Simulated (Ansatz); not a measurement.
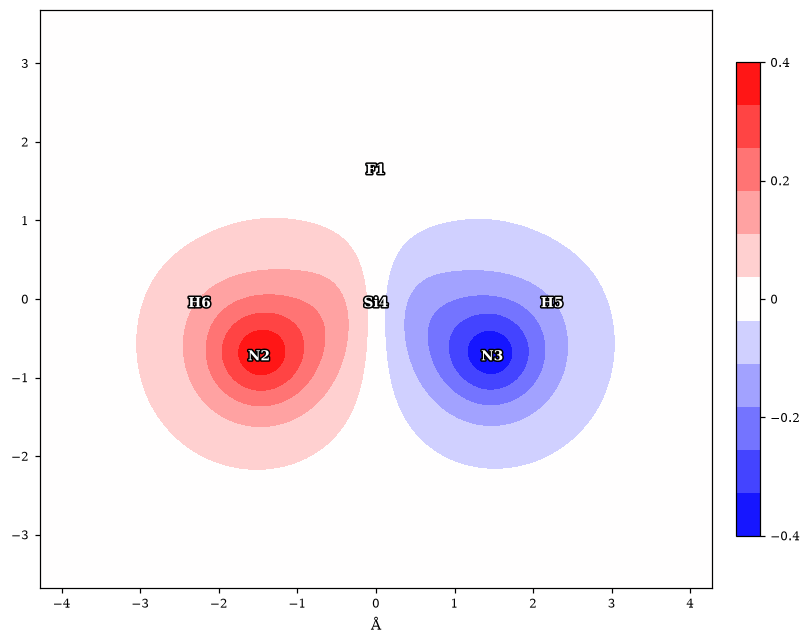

Figure 1: FH2N2Si (charge −1). The HOMO on a plane 0.8 Å above the molecular plane (values in Å⁻³ᐟ²; the overall sign is arbitrary).

Geometry: PBE0-D3(BJ)/def2-SVPD.

Theory: isolated molecule in a Gaussian basis; Kohn-Sham density functional theory, functional PBE0 (Ansatz 0.2.0).

```xyz
6

F     0.1926   -1.3467    0.0429
N     0.8351    1.3243    0.5752
N    -1.5706    0.5651   -0.9897
Si   -0.2069    0.2869   -0.1354
H    -2.0260   -0.2834   -1.3186
H     1.6105    0.8642    1.0470
```

Q: Describe this orbital and give its energy.

A: Its weight (Hirshfeld) is mainly on N2 (about 40 %) and N3 (about 40 %); it changes sign across the molecular plane (π type); π-bonding across N2–Si4; π-antibonding (a node) across N3–Si4. Its energy is −1.24 eV.
